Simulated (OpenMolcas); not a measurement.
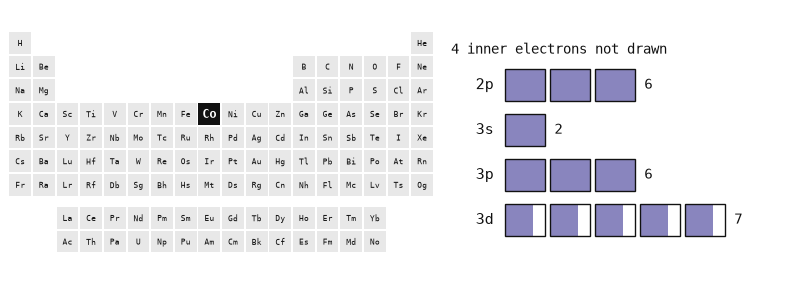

*Left, the place of cobalt in the periodic table; right, the outer shells of the leading configuration of the lowest level: a box for each of the 2l + 1 orbitals, shaded by the share of the shell that is filled, with the electron count at the right.*

**Multiconfigurational calculation for Co²⁺ complex**

- system: Co²⁺ with 6 ligands (NH3; octahedron, 2.01 Å), with no charges around it.
- method: state-averaged SS-CASPT2, IPEA shift 0.25, imaginary shift 0.1 hartree, closed shells 3s 3p of the metal and the valence shells of the ligands correlated, active space 7 electrons in the shell 3d, basis ANO-RCC-VTZP on the metal and ANO-RCC-VDZP on the ligands, DKH2 scalar Hamiltonian, spin-orbit coupling by RASSI with atomic mean-field integrals (OpenMolcas)

## Input
```
&GATEWAY
Coord
25

Co 0.0 0.0 0.0
N 2.010000 0.000000 0.000000
H 2.392099 0.945728 0.000000
H 2.392099 -0.472864 0.819024
H 2.392099 -0.472864 -0.819024
N 0.000000 2.010000 0.000000
H 0.000000 2.392099 0.945728
H 0.819024 2.392099 -0.472864
H -0.819024 2.392099 -0.472864
N -2.010000 0.000000 0.000000
H -2.392099 -0.945728 0.000000
H -2.392099 0.472864 -0.819024
H -2.392099 0.472864 0.819024
N 0.000000 -2.010000 0.000000
H 0.000000 -2.392099 -0.945728
H -0.819024 -2.392099 0.472864
H 0.819024 -2.392099 0.472864
N 0.000000 0.000000 2.010000
H 0.945728 0.000000 2.392099
H -0.472864 0.819024 2.392099
H -0.472864 -0.819024 2.392099
N 0.000000 0.000000 -2.010000
H -0.945728 0.000000 -2.392099
H 0.472864 -0.819024 -2.392099
H 0.472864 0.819024 -2.392099
Basis=Co.ANO-RCC-VTZP,H.ANO-RCC-VDZP,N.ANO-RCC-VDZP
Group=XYZ
NoMove
AngMom=0.0 0.0 0.0
AMFI
RICD
&SEWARD
&RASSCF
FileOrb=start.orb
Symmetry=1
Spin=4
nActEl=7 0 0
Inactive=18 21
Ras2=5 0
CIRoot=10 10 1
SDav=10
CIMx=300
Iter=150 100
PrWF=0.3
OrbListing=Nothing
MaxOrb=0
LevShft=1.0
>>> COPY $Project.JobIph JOB001
&RASSCF
FileOrb=start.orb
Symmetry=1
Spin=2
nActEl=7 0 0
Inactive=18 21
Ras2=5 0
CIRoot=40 40 1
SDav=40
CIMx=300
Iter=150 100
PrWF=0.3
OrbListing=Nothing
MaxOrb=0
LevShft=1.0
>>> COPY $Project.JobIph JOB002
&RASSI
NrOfJobIphs=2 10 40
1 2 3 4 5 6 7 8 9 10
1 2 3 4 5 6 7 8 9 10 11 12 13 14 15 16 17 18 19 20 21 22 23 24 25 26 27
28 29 30 31 32 33 34 35 36 37 38 39 40
IphNames
JOB001
JOB002
EJob
SpinOrbit
DIPRint=1.0
SOCoupling=1000.0
Subsets=2
Property=9
'ANGMOM' 1 'ANGMOM' 2 'ANGMOM' 3 'MLTPL  1' 1 'MLTPL  1' 2 'MLTPL  1' 3
'AMFI' 1 'AMFI' 2 'AMFI' 3
SOProperty=3
'ANGMOM' 1 'ANGMOM' 2 'ANGMOM' 3
>>> COPY JOB001 $Project.JobIph
&CASPT2
Multistate=10 1 2 3 4 5 6 7 8 9 10
NoMult
Frozen=5 6
IPEA=0.25
Imaginary=0.1
MaxIter=60
WThr=0.0 0.3 0.05
PrWF=0.5
NoMix
>>> COPY JOB002 $Project.JobIph
&CASPT2
Multistate=40 1 2 3 4 5 6 7 8 9 10 11 12 13 14 15 16 17 18 19 20 21 22
23 24 25 26 27 28 29 30 31 32 33 34 35 36 37 38 39 40
NoMult
Frozen=5 6
IPEA=0.25
Imaginary=0.1
MaxIter=60
WThr=0.0 0.3 0.05
PrWF=0.5
NoMix
```

The file start.orb holds starting orbitals from an earlier step. A driver script formed the levels outside the program, from RASSI's spin-orbit matrix and the CASPT2 energies (for multi-state variants, the effective Hamiltonian), averaged over the components of each term or state. The log and the time are those of the CASPT2 step.

Launched with:
```bash
OMP_NUM_THREADS=1 MOLCAS_MEM=2457 MOLCAS_PROJECT=a pymolcas a.inp > a.log  # once for each step of the input, in one work folder
```

## Output (extracts)
```
--- CASPT2 ---
Orbital specifications:
      -----------------------

      Symmetry species                           1   2
                                                ag  au
      Frozen orbitals                            5   6
      Inactive orbitals                         13  15
      Active orbitals                            5   0
      Secondary orbitals                        94  95
      Deleted orbitals                           0   0
      Number of basis functions                117 116
Type of calculation                        SS-CASPT2
      Fock operator                              state-specific
      IPEA shift                                 0.25
      Real shift                                 0.00
      Imaginary shift                            0.10
      The input orbitals will be transformed to quasi-canonical
Reference energy:       -1728.9486007507
      E2 (Non-variational):      -1.8280347689
      Shift correction:          -0.0014382887
      E2 (Variational):          -1.8294730576
      Total energy:           -1730.7780738083
      Residual norm:              0.0000001907
      Reference weight:           0.68826
      Contributions to the CASPT2 correlation energy
      Active & Virtual Only:         -0.1962711493
      One Inactive Excited:          -0.3208740897
      Two Inactive Excited:          -1.3108895299
Reference energy:       -1728.9486007507
      E2 (Non-variational):      -1.8280669725
      Shift correction:          -0.0014388054
      E2 (Variational):          -1.8295057778
      Total energy:           -1730.7781065285
      Residual norm:              0.0000001924
      Reference weight:           0.68824
      Contributions to the CASPT2 correlation energy
      Active & Virtual Only:         -0.1962808777
      One Inactive Excited:          -0.3208832652
      Two Inactive Excited:          -1.3109028295
::    CASPT2 Root  1     Total energy:  -1730.77807381
::    CASPT2 Root  2     Total energy:  -1730.77810653
::    CASPT2 Root  3     Total energy:  -1730.77700281
::    CASPT2 Root  4     Total energy:  -1730.70863891
::    CASPT2 Root  5     Total energy:  -1730.70869173
::    CASPT2 Root  6     Total energy:  -1730.70970551
::    CASPT2 Root  7     Total energy:  -1730.62266140
::    CASPT2 Root  8     Total energy:  -1730.65444624
::    CASPT2 Root  9     Total energy:  -1730.65454815
::    CASPT2 Root 10     Total energy:  -1730.65475296
--- CASPT2 ---
Orbital specifications:
      -----------------------

      Symmetry species                           1   2
                                                ag  au
      Frozen orbitals                            5   6
      Inactive orbitals                         13  15
      Active orbitals                            5   0
      Secondary orbitals                        94  95
      Deleted orbitals                           0   0
      Number of basis functions                117 116
Type of calculation                        SS-CASPT2
      Fock operator                              state-specific
      IPEA shift                                 0.25
      Real shift                                 0.00
      Imaginary shift                            0.10
      The input orbitals will be transformed to quasi-canonical
Reference energy:       -1728.9138153689
      E2 (Non-variational):      -1.8586329971
      Shift correction:          -0.0014797372
      E2 (Variational):          -1.8601127343
      Total energy:           -1730.7739281032
      Residual norm:              0.0000001541
      Reference weight:           0.68381
      Contributions to the CASPT2 correlation energy
      Active & Virtual Only:         -0.2031833760
      One Inactive Excited:          -0.3313582465
      Two Inactive Excited:          -1.3240913746
Reference energy:       -1728.9138153689
      E2 (Non-variational):      -1.8586948832
      Shift correction:          -0.0014800353
      E2 (Variational):          -1.8601749186
      Total energy:           -1730.7739902874
      Residual norm:              0.0000001571
      Reference weight:           0.68380
      Contributions to the CASPT2 correlation energy
      Active & Virtual Only:         -0.2031849969
      One Inactive Excited:          -0.3314185186
      Two Inactive Excited:          -1.3240913677
::    CASPT2 Root  1     Total energy:  -1730.77392810
::    CASPT2 Root  2     Total energy:  -1730.77399029
::    CASPT2 Root  3     Total energy:  -1730.71235834
::    CASPT2 Root  4     Total energy:  -1730.71230607
::    CASPT2 Root  5     Total energy:  -1730.71214040
::    CASPT2 Root  6     Total energy:  -1730.71196640
::    CASPT2 Root  7     Total energy:  -1730.71031895
::    CASPT2 Root  8     Total energy:  -1730.71007743
::    CASPT2 Root  9     Total energy:  -1730.69381256
::    CASPT2 Root 10     Total energy:  -1730.69354030
::    CASPT2 Root 11     Total energy:  -1730.69312373
::    CASPT2 Root 12     Total energy:  -1730.64529725
::    CASPT2 Root 13     Total energy:  -1730.64261353
::    CASPT2 Root 14     Total energy:  -1730.64268846
::    CASPT2 Root 15     Total energy:  -1730.64315361
::    CASPT2 Root 16     Total energy:  -1730.62696881
::    CASPT2 Root 17     Total energy:  -1730.62585341
::    CASPT2 Root 18     Total energy:  -1730.62589552
::    CASPT2 Root 19     Total energy:  -1730.61833853
::    CASPT2 Root 20     Total energy:  -1730.61923441
::    CASPT2 Root 21     Total energy:  -1730.59896146
::    CASPT2 Root 22     Total energy:  -1730.59901040
::    CASPT2 Root 23     Total energy:  -1730.59921629
::    CASPT2 Root 24     Total energy:  -1730.58480533
::    CASPT2 Root 25     Total energy:  -1730.58496544
::    CASPT2 Root 26     Total energy:  -1730.58424056
::    CASPT2 Root 27     Total energy:  -1730.55539961
::    CASPT2 Root 28     Total energy:  -1730.55532391
::    CASPT2 Root 29     Total energy:  -1730.59516550
::    CASPT2 Root 30     Total energy:  -1730.59517072
```

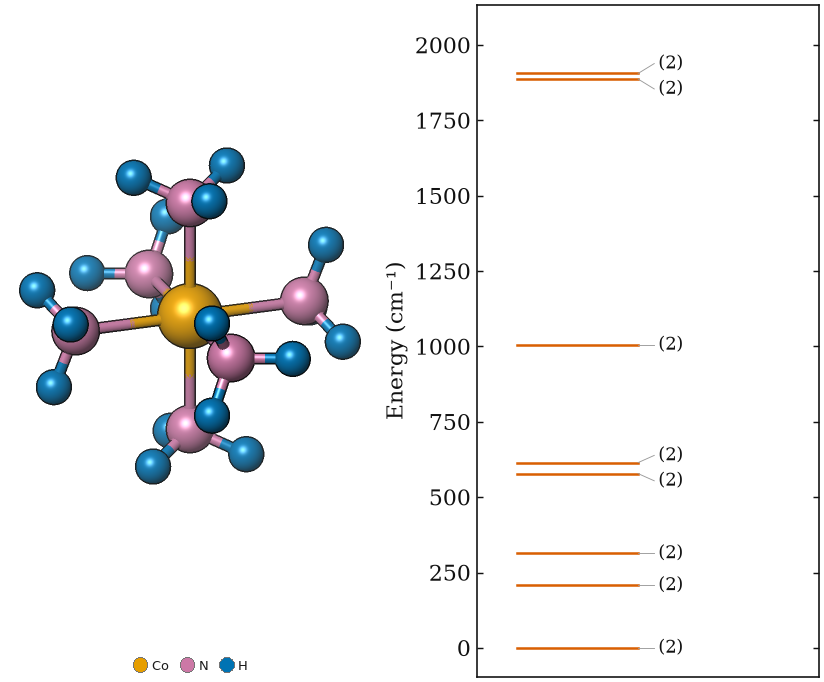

*Co²⁺ (3d⁷) with 6 ligands, NH₃, at 2.01 Å (arrangement: octahedron, Ci), and its levels. Labels give the representation in O, Td, D4 or D3 as the site allows (double group for half-integer spin) where it could be assigned and, in brackets, the degeneracy; spin-free states, where drawn, share the zero of the spin-orbit levels.*

The ground level is a Kramers doublet, 100 % from states of spin multiplicity 4. Its principal g values are 3.87, 3.87 and 5.08. The next level lies at 208 cm⁻¹.

## Summary

- outcome: converged
- energy of the lowest spin-free term: −1730.77809 hartree
- energy of the lowest spin-orbit level: −1730.78066 hartree
- CASPT2 correlation energy: −1.8295 hartree
- largest spread among components of a term: 196.6 cm⁻¹
- lowest reference weight: 0.681
- hardware: 1 thread of Arm Neoverse V2, 24 GiB of memory available, shared host
- wall time: 10 min
- peak memory: 0.2 GiB

## Remarks

The components of ² (unassigned), which symmetry makes degenerate, are split by 197 cm⁻¹ in CASPT2, and those of 2 more by over 50 cm⁻¹. This is an artefact; the levels of such states rest on averages and are uncertain by about as much. Caveats: orbital doublet at a regular site, Jahn-Teller distortion not allowed for; small active space favours high spin, ground spin may be wrong; with a single d shell and no ligand orbitals active, the ligand field and the g values of a late 3d ion can be well off; distances are set from ionic radii, not optimised.
